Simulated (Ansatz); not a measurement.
# CH₆ClFSi₂: one species, many methods

How much do the methods differ for CH₆ClFSi₂? The plan is to run it at one geometry with functionals of several rungs and with coupled cluster. The yardstick is the atomisation energy at the CCSD(T) limit.

Program: Ansatz 0.2.0, Gaussian basis. Level of theory: functionals in def2-TZVPP, the program's frozen cores in correlated methods. These are calculated values, not measurements.

Plan: LDA (SPW92), PBE-D4, revPBE-D4, BLYP-D4, r2SCAN-D4, B97M-V, PBE0-D4, B3LYP-D4, r2SCANh-D4, r2SCAN0-D4, HSE06-D4, BHLYP-D4, CAM-B3LYP-D4, LC-ωPBE, ωB97X-V, ωB97M-V, B2PLYP, PBE-QIDH; CCSD(T)/def2-SVP; CCSD(T)/def2-TZVPP; MP2/def2-QZVPP; extrapolation to the limit; RPA on PBE.

### 1 Structure used throughout

An earlier PBE0-D4 in a triple-zeta def2 set relaxation fixed the geometry.

SMILES `F[SiH2]C[SiH2]Cl`, 11 atoms, charge 0, spin multiplicity 1.

Atoms are counted from 1 here; the program's logs count them from 0.

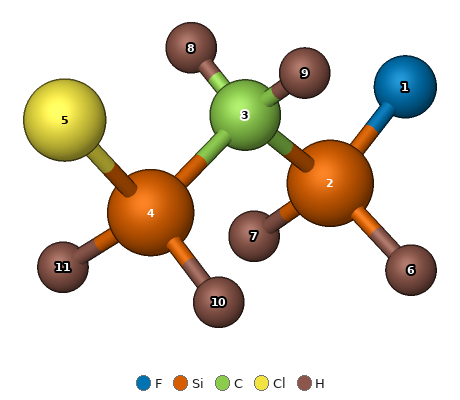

The structure; fluorine blue, silicon orange, carbon green, chlorine yellow, hydrogen brown; atoms are numbered from 1 in the order of the file.

As a file:

```xyz
11
charge 0, multiplicity 1
F    -2.7904   -0.8896    0.2646
Si   -1.4461   -0.5356   -0.5307
C    -0.1536    0.0213    0.6807
Si    1.5002    0.4735   -0.0404
Cl    2.7769    1.0587    1.4641
H    -1.7707    0.5399   -1.4990
H    -1.0156   -1.7610   -1.2468
H     0.0032   -0.7784    1.4136
H    -0.5376    0.8927    1.2234
H     1.3787    1.6083   -0.9861
H     2.1203   -0.6869   -0.7228
```

### 2 LDA

This LDA is Slater exchange with PW92 correlation.

The input, in.yaml:

```yaml
crystal:
  periodic: [false, false, false]
  atoms:
    - {symbol: F, position_ang: [-2.790409, -0.889636, 0.264569]}
    - {symbol: Si, position_ang: [-1.446065, -0.535567, -0.530686]}
    - {symbol: C, position_ang: [-0.153592, 0.021346, 0.680737]}
    - {symbol: Si, position_ang: [1.500193, 0.473533, -0.040408]}
    - {symbol: Cl, position_ang: [2.776852, 1.058731, 1.464110]}
    - {symbol: H, position_ang: [-1.770733, 0.539855, -1.499048]}
    - {symbol: H, position_ang: [-1.015554, -1.760982, -1.246767]}
    - {symbol: H, position_ang: [0.003174, -0.778389, 1.413552]}
    - {symbol: H, position_ang: [-0.537587, 0.892653, 1.223357]}
    - {symbol: H, position_ang: [1.378683, 1.608335, -0.986057]}
    - {symbol: H, position_ang: [2.120338, -0.686879, -0.722760]}
basis:
  gaussian: {orbitals: def2-TZVPP}
hamiltonian: {xc: lda}
output: {orbitals: {seedname: orbitals}}
```

Command:

```console
ansatz run in.yaml --threads 4 --pin off --events-out ev --progress --plain --max-ram 10444MiB
```

Further steps of the session: PBE-D4 (GGA); revPBE-D4 (GGA); BLYP-D4 (GGA); r2SCAN-D4 (meta-GGA); B97M-V (meta-GGA); B3LYP-D4 (hybrid); r2SCANh-D4 (hybrid); r2SCAN0-D4 (hybrid); HSE06-D4 (hybrid); BHLYP-D4 (hybrid); CAM-B3LYP-D4 (range-separated); LC-ωPBE (range-separated); ωB97X-V (range-separated); ωB97M-V (range-separated); B2PLYP (double hybrid); PBE-QIDH (double hybrid); CCSD(T) in def2-SVP; CCSD(T) in def2-TZVPP; MP2 in def2-QZVPP; RPA on PBE orbitals.

Before running them: what should the planned runs give, taken together? Wanted: atomisation energy, CCSD(T)/CBS; farthest beyond LDA; mean size of error, GGA; mean size of error, meta-GGA; mean size of error, hybrid; mean size of error, range-separated; mean size of error, double hybrid; gap, smallest and largest; T1 diagnostic.

**Answer**, as computed:

| quantity | value |
| --- | --- |
| atomisation energy, CCSD(T)/CBS | 3840.6 kJ/mol |
| functionals within 19.2 kJ/mol (0.5 %) | PBE-D4, r2SCAN-D4, B97M-V, CAM-B3LYP-D4, ωB97X-V, ωB97M-V |
| farthest beyond LDA | BHLYP-D4 (-90.4 kJ/mol) |
| mean size of error, GGA | 57.6 kJ/mol |
| mean size of error, meta-GGA | 6.0 kJ/mol |
| mean size of error, hybrid | 45.9 kJ/mol |
| mean size of error, range-separated | 16.1 kJ/mol |
| mean size of error, double hybrid | 52.4 kJ/mol |
| gap, smallest and largest | 5.93 eV (LDA (SPW92)), 13.26 eV (LC-ωPBE) |
| T1 diagnostic | 0.0103 |
| triples share of the correlation energy | 3.4 % |

The LDA atomisation energy is off by 427.5 kJ/mol (11 %): it overbinds. PBE-D4 is off by -16.4 kJ/mol. Double hybrids carry the basis error of their MP2 part in triple zeta, and no dispersion term here, so their miss is partly the set-up's. The rungs meta-GGA, range-separated miss on average by less than the doubt on the reference (19.2 kJ/mol), so they tie. Misses under about 19.2 kJ/mol are within the doubt on the reference itself, which lacks core-valence correlation, relativity and higher excitations. Hartree-Fock recovers 76 % of the binding; the rest is correlation. CCSD(T) in def2-SVP is off by -274.4 kJ/mol, more than most functionals: a good method in a small basis is no reference. The gap grows from 5.9 to 13.3 eV across the functionals, mostly with the share of exact exchange.
